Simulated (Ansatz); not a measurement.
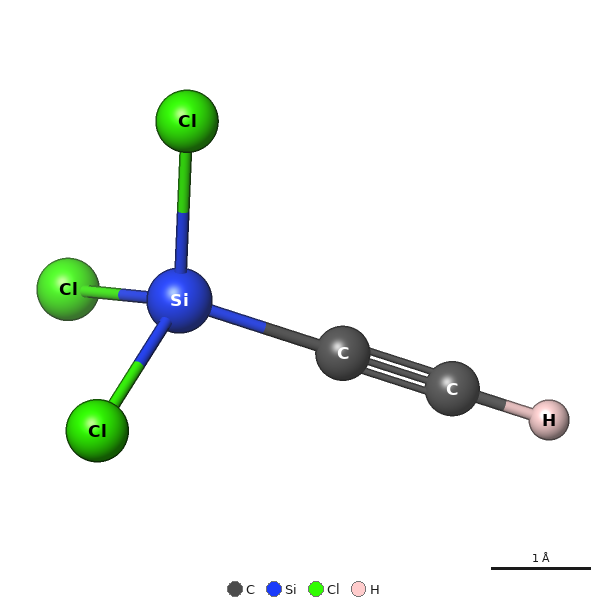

The picture shows the input geometry.

Ansatz 0.2.0 input:

```yaml
crystal:
  periodic: [false, false, false]
  atoms:
    - {symbol: C, position_ang: [1.358824, -1.382904, 0.632508]}
    - {symbol: C, position_ang: [0.557287, -0.567614, 0.253358]}
    - {symbol: Si, position_ang: [-0.640130, 0.650295, -0.313611]}
    - {symbol: Cl, position_ang: [-2.278725, -0.291982, -1.044008]}
    - {symbol: Cl, position_ang: [0.182950, 1.788249, -1.774422]}
    - {symbol: Cl, position_ang: [-1.187450, 1.840740, 1.232237]}
    - {symbol: H, position_ang: [2.068444, -2.104785, 0.968239]}
basis:
  gaussian: {orbitals: def2-TZVPD, point_charges: [{charge: 0.50, position_ang: [4.764, -0.198, 0.848]}]}
hamiltonian: {xc: {name: wB97}}
accuracy: high
scf: {lower_state_search: full}
```

It was started with:

```sh
ansatz run in.yaml --threads 4 --pin off --events-out ev --progress --plain --max-ram 10444MiB
```

Output:

```
Functional definition: wB97
  name "wB97"
  cite "Chai & Head-Gordon, J. Chem. Phys. 128, 084106 (2008) doi:10.1063/1.2834918"
  cite "Becke, J. Chem. Phys. 107, 8554 (1997) doi:10.1063/1.475007"
  parameter omega = 0.4/bohr
  parameter cx1 = 1.13116
  parameter cx2 = -2.74915
  parameter cx3 = 12.0900
  parameter cx4 = -5.71642
  parameter css1 = -2.55352
  parameter css2 = 11.8926
  parameter css3 = -26.9452
  parameter css4 = 17.0927
  parameter cos1 = 3.99051
  parameter cos2 = -17.0066
  parameter cos3 = 1.07292
  parameter cos4 = 8.88211
  # The coefficients of nought are those of the uniform gas.
  exchange = spin_sum(e_x_unif_sr(omega)*poly(b97_u_x, 1, cx1, cx2, cx3, cx4)) + exact_x_lr(omega)
  correlation = spin_sum(e_c_pw_same_spin*poly(b97_u_same, 1, css1, css2, css3, css4))
      + integral(e_c_pw_opposite_spin*poly(b97_u_opposite, 1, cos1, cos2, cos3, cos4))
4009 factors; integrals over basis functions are off by at most 5.2e-9 eV
1032 factors; integrals over basis functions are off by at most 4.3e-9 eV
mean field evaluation 1: about -47537.0131 eV, gradient 3.5e1 eV
mean field evaluation 2: about -47537.0186 eV, gradient 3.5e1 eV
mean field evaluation 4: about -47539.9085 eV, gradient 4.0e0 eV
mean field evaluation 8: about -47539.9485 eV, gradient 5.6e-1 eV
mean field evaluation 16: about -47539.9493 eV, gradient 2.5e-4 eV
mean field -47539.94930193 eV, -1747.0609131111 hartree, gradient 2.1e-8 eV, S^2 0.000000; 0 other end points of the search recorded, 0 dependent functions left out
reference -47539.94930008 eV, -1747.0609130430 hartree; 39, 39 occupied and 225, 225 virtual orbitals, 4009 factors
Total energy: -47539.94930008 eV, -1747.0609130430 hartree
```

The calculation finished and met its thresholds.
